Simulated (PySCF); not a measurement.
# C₃H₈Si₂: circular dichroism and optical rotation, excited states, first hyperpolarisability

What do calculations give for the circular dichroism and optical rotation, excited states, first hyperpolarisability of C₃H₈Si₂ (`[SiH3]C=C=C[SiH3]`)?

Programs: PySCF 2.14.0, with routines of our own; each step states its level. All values are computed. Atoms count from 0.

## 1. The starting structure

13 atoms, charge 0, multiplicity 1; geometry from: GFN2-xTB.

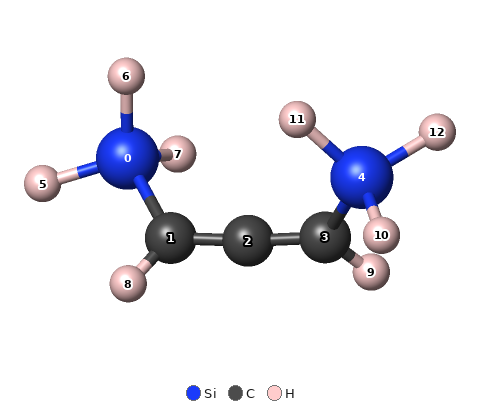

The starting geometry (silicon blue, carbon dark grey, hydrogen pink).

## 2. Geometry optimisation at PBE0-D3(BJ)/def2-TZVP

The job: settings as JSON, then the geometry in Å.

```
{"job": {"xc": "PBE0", "basis": "def2-TZVP", "d3": "d3bj", "grid": 2, "kind": "geom"}, "charge": 0, "multiplicity": 1}
Si     2.544506     0.108989     0.428229
C      1.199728    -0.187816    -0.856912
C     -0.009240    -0.547630    -0.555327
C     -1.217767    -0.836892    -0.184716
Si    -2.534307     0.463988     0.156315
H      3.807554     0.271808    -0.297172
H      2.255834     1.324540     1.195273
H      2.636907    -1.029454     1.345326
H      1.464373    -0.051248    -1.897110
H     -1.511390    -1.874294    -0.089807
H     -3.496179     0.486025    -0.952413
H     -1.908782     1.778004     0.300497
H     -3.235624     0.094465     1.390087
```

Run with:

```console
OMP_NUM_THREADS=1 python excited_run.py task.json out
```

One launch serves the whole session: the jobs run in the order shown.

What it wrote:

```text
step   0  E = -697.72263035  max force = 0.011846
step   1  E = -697.72429052  max force = 0.001380
step   2  E = -697.72436360  max force = 0.001332
step   3  E = -697.72442535  max force = 0.000494
step   4  E = -697.72448043  max force = 0.000963
step   5  E = -697.72464760  max force = 0.002980
step   6  E = -697.72490592  max force = 0.006117
step   7  E = -697.72515011  max force = 0.005432
step   8  E = -697.72558683  max force = 0.001518
step   9  E = -697.72562269  max force = 0.000708
step  10  E = -697.72568422  max force = 0.000539
step  11  E = -697.72574727  max force = 0.001126
step  12  E = -697.72580543  max force = 0.000859
step  13  E = -697.72584002  max force = 0.000468
step  14  E = -697.72585175  max force = 0.000317
optimisation converged
```

It took 2 min on 1 thread of AMD EPYC 9R45, shared host; peak memory 0.88 GiB.

Along the way:

```
step  energy from step 0 (eV)  largest force component (eV/Å)
   0                   0.0000                          0.6091
   1                  -0.0452                          0.0710
   2                  -0.0472                          0.0685
   3                  -0.0488                          0.0254
   4                  -0.0503                          0.0495
   5                  -0.0549                          0.1532
   6                  -0.0619                          0.3145
   7                  -0.0686                          0.2793
   8                  -0.0804                          0.0781
   9                  -0.0814                          0.0364
  10                  -0.0831                          0.0277
  11                  -0.0848                          0.0579
  12                  -0.0864                          0.0442
  13                  -0.0873                          0.0241
  14                  -0.0877                          0.0163
```

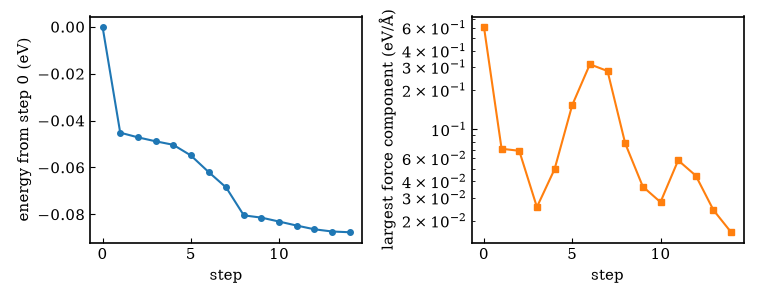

Energy and largest force along the relaxation.

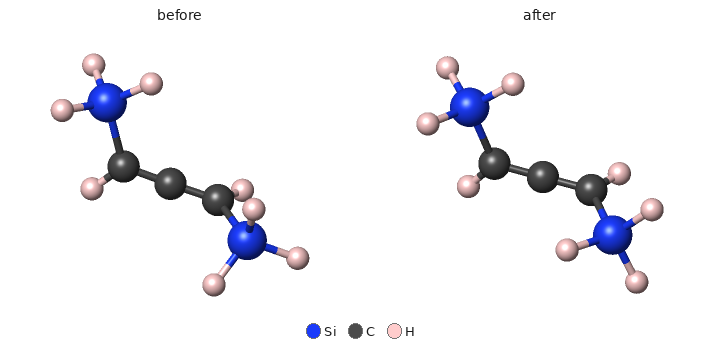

The geometry before (left) and after (right).

Close pairs (by a distance rule), those that changed most:

```
   bond  before (Å)  after (Å)  change (Å)
 Si0–C1       1.884      1.859      -0.024
 C3–Si4       1.882      1.860      -0.022
 Si0–H5       1.466      1.488      +0.022
 Si0–H6       1.466      1.488      +0.021
Si4–H11       1.462      1.484      +0.021
Si4–H12       1.466      1.487      +0.021
Si4–H10       1.468      1.488      +0.020
 Si0–H7       1.465      1.484      +0.019
```

The next job starts from the end point, and lists it.

```
                         at the end point                value
  point group (found at 0.08 Å tolerance)                   C2
rotational constants (GHz, main isotopes)  8.768, 1.111, 1.056
                        dipole moment (D)                 0.59
```

## 3. Circular dichroism and optical rotation: TDDFT CAM-B3LYP/def2-TZVPD

The job: settings as JSON, then the geometry in Å.

```
{"job": {"kind": "ecd", "xc": "CAM-B3LYP", "basis": "def2-TZVPD", "nstates": 12}, "charge": 0, "multiplicity": 1}
Si     2.592292     0.137871     0.554844
C      1.328507     0.051345    -0.805975
C      0.143615    -0.443141    -0.591889
C     -1.043309    -0.905926    -0.324994
Si    -2.391794     0.216979     0.290440
H      3.799849    -0.654315     0.198062
H      3.020892     1.546063     0.769312
H      1.991841    -0.399503     1.800539
H      1.566168     0.425764    -1.800230
H     -1.232905    -1.968863    -0.463352
H     -3.547493     0.208607    -0.646140
H     -1.852672     1.594322     0.406491
H     -2.880113    -0.244572     1.617472
```

Method: TDDFT CAM-B3LYP/def2-TZVPD circular dichroism and optical rotation, one conformer, gas phase.

What it wrote:

```text
coarse grid: 11472 points
cycle   1  E = -698.0347454238  dE =  2.629e-01  |g| = 3.203e-01  |ddm| = 4.388e+00
cycle   2  E = -698.0503990829  dE = -1.565e-02  |g| = 2.236e-01  |ddm| = 1.379e+00
cycle   3  E = -698.0617358386  dE = -1.134e-02  |g| = 3.361e-02  |ddm| = 4.454e-01
cycle   4  E = -698.0620652212  dE = -3.294e-04  |g| = 1.582e-02  |ddm| = 1.292e-01
cycle   5  E = -698.0621166394  dE = -5.142e-05  |g| = 3.900e-03  |ddm| = 3.666e-02
cycle   6  E = -698.0621218177  dE = -5.178e-06  |g| = 1.416e-03  |ddm| = 9.633e-03
final grid: 100456 points
cycle   7  E = -698.0547744669  dE = -1.456e-05  |g| = 2.701e-03  |ddm| = 4.008e-01
cycle   8  E = -698.0547745774  dE = -1.104e-07  |g| = 2.563e-03  |ddm| = 2.780e-02
cycle   9  E = -698.0547762783  dE = -1.701e-06  |g| = 3.863e-04  |ddm| = 4.309e-03
cycle  10  E = -698.0547763116  dE = -3.329e-08  |g| = 1.373e-04  |ddm| = 1.473e-03
cycle  11  E = -698.0547763160  dE = -4.348e-09  |g| = 1.656e-05  |ddm| = 5.449e-04
cycle  12  E = -698.0547763161  dE = -1.298e-10  |g| = 6.144e-06  |ddm| = 1.024e-04
converged SCF energy = -698.0547763161

Singlet excitations and rotatory strengths (1e-40 esu^2 cm^2)
state   eV       nm     f(len)   f(vel)    R(len)    R(vel)   main configurations
  1   5.6685   218.7  0.00170  0.00165    -3.446    -3.527   H->L+1 0.43, H-1->L 0.28, H-1->L+2 0.14
  2   5.8017   213.7  0.00007  0.00004    -0.584    -0.419   H-1->L+1 0.40, H->L 0.31, H->L+2 0.13
  3   6.5757   188.5  0.00149  0.00140    -3.797    -3.684   H-1->L+1 0.46, H->L 0.38
  4   6.7798   182.9  0.00232  0.00264     6.959     7.422   H->L+2 0.74, H->L 0.17
  5   6.7888   182.6  0.00194  0.00218   -14.918   -15.047   H-1->L+2 0.61, H-1->L 0.31
  6   7.0792   175.1  1.45137  1.44378   160.045   160.510   H->L+1 0.42, H-1->L 0.26, H-1->L+2 0.15
  7   7.6967   161.1  0.02071  0.02097    -0.505    -0.803   H->L+4 0.32, H->L+5 0.29, H-1->L+3 0.20
  8   7.7164   160.7  0.01101  0.01114    -6.145    -6.180   H-1->L+5 0.36, H-1->L+4 0.28, H->L+6 0.10
  9   7.7409   160.2  0.00324  0.00337    -2.053    -2.083   H->L+3 0.31, H->L+6 0.30, H-1->L+4 0.09
 10   7.7458   160.1  0.00456  0.00460   -29.310   -29.732   H-1->L+3 0.32, H-1->L+6 0.30, H->L+5 0.20
 11   7.8432   158.1  0.04417  0.04472    64.511    65.477   H-1->L+7 0.37, H->L+4 0.31, H->L+8 0.12
 12   7.9094   156.8  0.01853  0.01905   -16.923   -17.158   H->L+7 0.51, H-1->L+4 0.19

Specific rotation (deg / (dm g/mL))
    nm     length   length(OI)   velocity    alpha(len)  alpha(vel)
  633.0     399.46     399.98     404.68      101.413    101.314
  589.3     470.76     471.38     476.88      102.040    101.939
  546.0     563.07     563.82     570.34      102.831    102.729
  436.0     984.77     986.15     997.15      106.196    106.091
  405.0    1199.08    1200.79    1213.98      107.778    107.671
  365.0    1608.05    1610.45    1627.69      110.613    110.503
  355.0    1745.71    1748.36    1766.94      111.522    111.410
```

It took 54 s on 1 thread of AMD EPYC 9R45, shared host; peak memory 1.1 GiB.

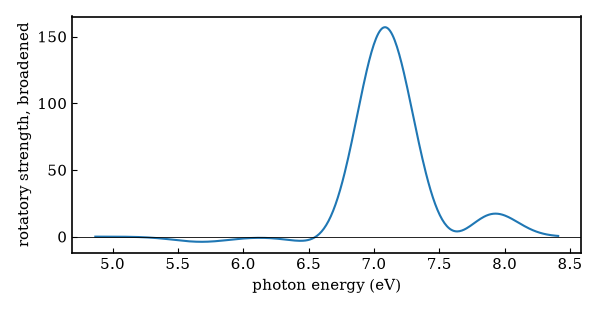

Circular dichroism: velocity-form rotatory strengths under Gaussians of 0.3 eV half-width at 1/e.

Orbitals, density, ELF and potential are computed afterwards from the orbital file.

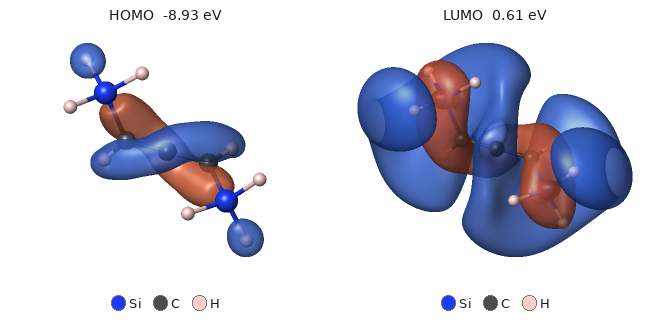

Frontier orbitals at CAM-B3LYP/def2-TZVPD; each surface holds 70 % of the orbital's density, blue and red mark the sign.

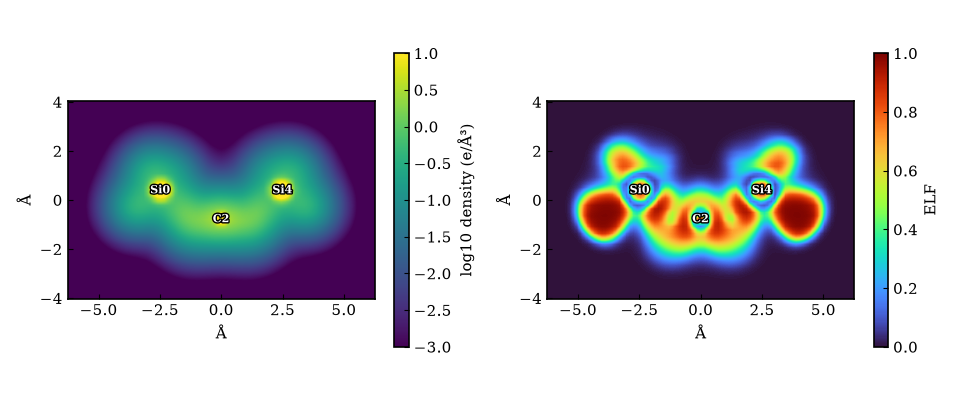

Density (left) and ELF (right) in a plane through or near 3 of the atoms.

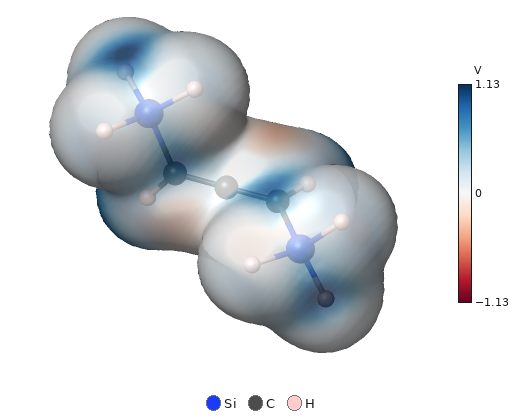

The potential that a unit positive charge feels on the 0.002 e/bohr³ surface, from -0.32 V near C3 to 1.13 V near H9.

## 4. Excited states: TDA wB97X-D/def2-TZVPD

The job, as its differences from that of step 3:

```diff
@@ -1,2 +1,2 @@
-{"job": {"kind": "ecd", "xc": "CAM-B3LYP", "basis": "def2-TZVPD", "nstates": 12}, "charge": 0, "multiplicity": 1}
+{"job": {"kind": "states", "xc": "wB97X-D", "basis": "def2-TZVPD", "tda": true, "soc": true, "nstates": 6, "ntriplets": 5, "nquad": 4}, "charge": 0, "multiplicity": 1}
 Si     2.592292     0.137871     0.554844
```

Level: TDA wB97X-D/def2-TZVPD excited states, vertical, gas phase, spin-orbit mean-field couplings.

What it wrote:

```text
coarse grid: 11472 points
cycle   1  E = -698.0429728581  dE =  2.724e-01  |g| = 2.897e-01  |ddm| = 5.712e+00
cycle   2  E = -698.0611844057  dE = -1.821e-02  |g| = 1.647e-01  |ddm| = 1.914e+00
cycle   3  E = -698.0672673722  dE = -6.083e-03  |g| = 3.253e-02  |ddm| = 4.659e-01
cycle   4  E = -698.0676420735  dE = -3.747e-04  |g| = 1.190e-02  |ddm| = 2.140e-01
cycle   5  E = -698.0676762328  dE = -3.416e-05  |g| = 3.457e-03  |ddm| = 4.654e-02
cycle   6  E = -698.0676815601  dE = -5.327e-06  |g| = 1.345e-03  |ddm| = 1.633e-02
final grid: 100456 points
cycle   7  E = -698.0650510837  dE = -1.157e-04  |g| = 5.305e-03  |ddm| = 5.829e-01
cycle   8  E = -698.0650540307  dE = -2.947e-06  |g| = 2.495e-03  |ddm| = 4.554e-02
cycle   9  E = -698.0650549352  dE = -9.045e-07  |g| = 4.915e-04  |ddm| = 5.097e-03
cycle  10  E = -698.0650550026  dE = -6.739e-08  |g| = 1.971e-04  |ddm| = 2.908e-03
cycle  11  E = -698.0650550139  dE = -1.129e-08  |g| = 7.365e-05  |ddm| = 8.552e-04
cycle  12  E = -698.0650550156  dE = -1.772e-09  |g| = 2.069e-05  |ddm| = 2.884e-04
cycle  13  E = -698.0650550159  dE = -2.643e-10  |g| = 3.942e-06  |ddm| = 1.766e-04
converged SCF energy = -698.0650550159

Singlet excitations
state   eV       nm        f     d(h-e)  d(exc)  Lambda  PR(NTO)  |dmu|/D   mu/D   main configurations
  1   5.7032   217.4   0.00234   0.002   2.777   0.656   2.020    0.013    0.587   H->L+1 0.45, H-1->L 0.41
  2   5.8634   211.5   0.00007   0.014   2.793   0.644   2.005    0.073    0.501   H->L 0.43, H-1->L+1 0.42
  3   6.8004   182.3   0.00191   0.115   3.096   0.653   2.074    0.542    0.033   H-1->L+1 0.44, H->L 0.43
  4   6.9449   178.5   0.00333   0.096   3.513   0.456   1.160    0.704    0.177   H->L+2 0.87
  5   6.9545   178.3   0.00312   0.041   3.542   0.450   1.109                     H-1->L+2 0.85
  6   7.3544   168.6   1.70996   0.133   3.057   0.622   2.348                     H->L+1 0.38, H-1->L 0.37

Triplet excitations (Tamm-Dancoff)
state   eV     d(h-e)  d(exc)  Lambda  PR(NTO)   main configurations
  1   4.6236   0.009   2.406   0.626   2.016   H->L 0.39, H-1->L+1 0.38
  2   4.8033   0.005   2.456   0.637   2.012   H->L+1 0.41, H-1->L 0.38
  3   5.4125   0.018   2.746   0.643   2.001   H-1->L+1 0.47, H->L 0.38
  4   5.4787   0.023   2.751   0.652   2.018   H->L+1 0.45, H-1->L 0.40
  5   6.8633   0.026   3.513   0.461   1.122   H->L+2 0.82
S1 - T1 = 1.0797 eV

Spin-orbit couplings |<S|Hso|T>| (cm-1)
             T1       T2       T3       T4       T5
S0        1.756    2.214    1.320    5.823    1.827
S1        4.550    0.059    0.133    0.059    1.395
S2        0.370    1.948    0.225    0.231    1.445
S3        1.187    1.231    0.886    6.773    3.084
S4        1.432    1.916    1.280    1.455    0.583
S5        1.782    1.764    1.990    1.557    6.974
S6        0.406    0.459    6.820    0.765    4.853
T1 sublevels (cm-1): 0.000 0.003 0.003   radiative rates (1/s): 0.524 0.000415 0.115
```

Wall time 29 s (1 thread of AMD EPYC 9R45, shared host); peak memory 0.94 GiB.

From this job:

| quantity | value |
| --- | --- |
| S1 less T1 | 1.08 eV |

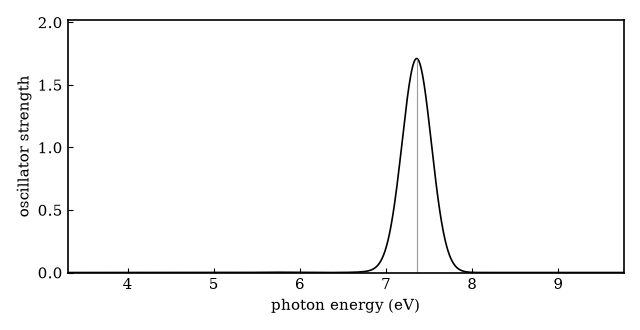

Absorption lines of the singlets. Lines are broadened to a width of 0.40 eV (Gaussian).

## 5. Excited states: TDDFT CAM-B3LYP/def2-TZVPD

The job, as its differences from that of step 4:

```diff
@@ -1,2 +1,2 @@
-{"job": {"kind": "states", "xc": "wB97X-D", "basis": "def2-TZVPD", "tda": true, "soc": true, "nstates": 6, "ntriplets": 5, "nquad": 4}, "charge": 0, "multiplicity": 1}
+{"job": {"kind": "states", "xc": "CAM-B3LYP", "basis": "def2-TZVPD", "tpa": true, "nstates": 8, "nquad": 6, "ntriplets": 0}, "charge": 0, "multiplicity": 1}
 Si     2.592292     0.137871     0.554844
```

With the program's defaults for keys left out, this is: TDDFT CAM-B3LYP/def2-TZVPD excited states, vertical, gas phase, two-photon moments by quadratic response.

What it wrote:

```text
coarse grid: 11472 points
cycle   1  E = -698.0347454238  dE =  2.629e-01  |g| = 3.203e-01  |ddm| = 4.388e+00
cycle   2  E = -698.0503990829  dE = -1.565e-02  |g| = 2.236e-01  |ddm| = 1.379e+00
cycle   3  E = -698.0617358386  dE = -1.134e-02  |g| = 3.361e-02  |ddm| = 4.454e-01
cycle   4  E = -698.0620652212  dE = -3.294e-04  |g| = 1.582e-02  |ddm| = 1.292e-01
cycle   5  E = -698.0621166394  dE = -5.142e-05  |g| = 3.900e-03  |ddm| = 3.666e-02
cycle   6  E = -698.0621218177  dE = -5.178e-06  |g| = 1.416e-03  |ddm| = 9.633e-03
final grid: 100456 points
cycle   7  E = -698.0547744669  dE = -1.456e-05  |g| = 2.701e-03  |ddm| = 4.008e-01
cycle   8  E = -698.0547745774  dE = -1.104e-07  |g| = 2.563e-03  |ddm| = 2.780e-02
cycle   9  E = -698.0547762783  dE = -1.701e-06  |g| = 3.863e-04  |ddm| = 4.309e-03
cycle  10  E = -698.0547763116  dE = -3.329e-08  |g| = 1.373e-04  |ddm| = 1.473e-03
cycle  11  E = -698.0547763160  dE = -4.348e-09  |g| = 1.656e-05  |ddm| = 5.449e-04
cycle  12  E = -698.0547763161  dE = -1.298e-10  |g| = 6.144e-06  |ddm| = 1.024e-04
converged SCF energy = -698.0547763161

Singlet excitations
state   eV       nm        f     d(h-e)  d(exc)  Lambda  PR(NTO)  |dmu|/D   mu/D   delta(TPA)   sigma/GM   main configurations
  1   5.6689   218.7   0.00172   0.005   2.791   0.595   2.025    0.022    0.535        0.00      0.000   H->L+1 0.43, H-1->L 0.28, H-1->L+2 0.14
  2   5.8018   213.7   0.00007   0.021   2.855   0.591   2.002    0.120    0.437        0.29      0.004   H-1->L+1 0.40, H->L 0.31, H->L+2 0.13
  3   6.5764   188.5   0.00150   0.105   3.132   0.602   2.099    0.468    0.089        5.72      0.091   H-1->L+1 0.46, H->L 0.38
  4   6.7801   182.9   0.00233   0.034   3.578   0.552   1.122    0.908    0.364       25.00      0.421   H->L+2 0.74, H->L 0.17
  5   6.7892   182.6   0.00189   0.156   3.618   0.548   1.091    1.501    0.946       28.02      0.473   H-1->L+2 0.61, H-1->L 0.31
  6   7.0801   175.1   1.45094   0.153   3.074   0.580   2.395    0.392    0.949        4.20      0.077   H->L+1 0.42, H-1->L 0.26, H-1->L+2 0.15
  7   7.6970   161.1   0.02067   0.676   4.104   0.371   1.944                                            H->L+4 0.32, H->L+5 0.29, H-1->L+3 0.20
  8   7.7167   160.7   0.01098   0.347   4.007   0.374   1.844                                            H-1->L+5 0.36, H-1->L+4 0.28, H->L+6 0.10
```

Wall time 28 s (1 thread of AMD EPYC 9R45, shared host); peak memory 1 GiB.

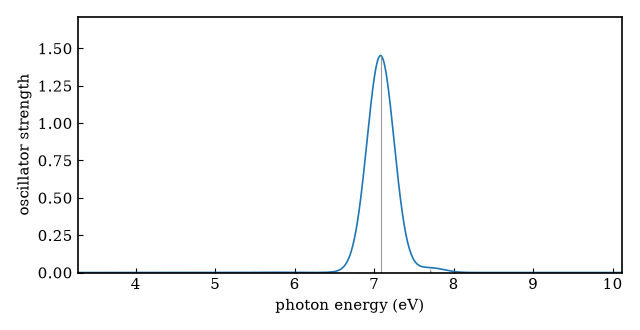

Absorption lines of the singlets. Lines are broadened to a width of 0.40 eV (Gaussian).

## 6. First hyperpolarisability: quadratic response CAM-B3LYP/def2-TZVPD

The job, as its differences from that of step 5:

```diff
@@ -1,2 +1,2 @@
-{"job": {"kind": "states", "xc": "CAM-B3LYP", "basis": "def2-TZVPD", "tpa": true, "nstates": 8, "nquad": 6, "ntriplets": 0}, "charge": 0, "multiplicity": 1}
+{"job": {"kind": "beta", "xc": "CAM-B3LYP", "basis": "def2-TZVPD"}, "charge": 0, "multiplicity": 1}
 Si     2.592292     0.137871     0.554844
```

Level: quadratic response CAM-B3LYP/def2-TZVPD first hyperpolarisability, Taylor convention, gas phase.

What it wrote:

```text
coarse grid: 11472 points
cycle   1  E = -698.0347454238  dE =  2.629e-01  |g| = 3.203e-01  |ddm| = 4.388e+00
cycle   2  E = -698.0503990829  dE = -1.565e-02  |g| = 2.236e-01  |ddm| = 1.379e+00
cycle   3  E = -698.0617358386  dE = -1.134e-02  |g| = 3.361e-02  |ddm| = 4.454e-01
cycle   4  E = -698.0620652212  dE = -3.294e-04  |g| = 1.582e-02  |ddm| = 1.292e-01
cycle   5  E = -698.0621166394  dE = -5.142e-05  |g| = 3.900e-03  |ddm| = 3.666e-02
cycle   6  E = -698.0621218177  dE = -5.178e-06  |g| = 1.416e-03  |ddm| = 9.633e-03
final grid: 100456 points
cycle   7  E = -698.0547744669  dE = -1.456e-05  |g| = 2.701e-03  |ddm| = 4.008e-01
cycle   8  E = -698.0547745774  dE = -1.104e-07  |g| = 2.563e-03  |ddm| = 2.780e-02
cycle   9  E = -698.0547762783  dE = -1.701e-06  |g| = 3.863e-04  |ddm| = 4.309e-03
cycle  10  E = -698.0547763116  dE = -3.329e-08  |g| = 1.373e-04  |ddm| = 1.473e-03
cycle  11  E = -698.0547763160  dE = -4.348e-09  |g| = 1.656e-05  |ddm| = 5.449e-04
cycle  12  E = -698.0547763161  dE = -1.298e-10  |g| = 6.144e-06  |ddm| = 1.024e-04
converged SCF energy = -698.0547763161

Lowest singlets (eV, f): 5.6689 0.0017  5.8018 0.0001  6.5764 0.0015

First hyperpolarisability (au)
process     nm      |vector|   parallel      HRS      DR
static         -      105.68      63.41      42.74   5.434
shg       1907.0      109.86      65.92      44.53   5.419
eope      1907.0      107.05      64.23          -       -
shg       1064.0      120.11      72.07      48.95   5.381
eope      1064.0      110.17       66.1          -       -
```

Run time: 25 s. Hardware: 1 thread of AMD EPYC 9R45, shared host; peak memory 1 GiB.

## 7. Outcome

```
                                                                                        quantity                                                            value
                                                                                     point group                                                               C2
                                                            rotational constants (main isotopes)                                             8.77, 1.11, 1.06 GHz
state of largest rotatory strength (velocity form) among 12 (step 3, TDDFT CAM-B3LYP/def2-TZVPD)  7.08 eV, R = +160.5 (velocity), +160.0 (length) ·10⁻⁴⁰ esu² cm²
                              specific rotation at 633.0 nm (step 3, TDDFT CAM-B3LYP/def2-TZVPD)                                 404.7 (velocity), 399.5 (length)
                                                           surface potential, least and greatest                                               -0.32 V and 1.13 V
                                                     S1 less T1 (step 4, TDA wB97X-D/def2-TZVPD)                                                          1.08 eV
                                      β vector (step 6, quadratic response CAM-B3LYP/def2-TZVPD)              static 106, SHG 1907.0 nm 110, SHG 1064.0 nm 120 au
```

What this shows: The optimisation took 14 steps and gained 0.088 eV; among the close pairs (by a distance rule), Si0–C1 changed most, from 1.884 to 1.859 Å. No frequency check was run at this level, so the end point may be a saddle. Rotations belong to one conformer and to the handedness of the start. In step 4, the number of triplets below S1 is 4, and the largest singlet-triplet spin-orbit coupling is S5–T5, 6.97 cm⁻¹. β grows from 106 au (static) to 120 au for doubling at 1064.0 nm: normal dispersion, which grows as twice the photon energy moves toward the bright states.
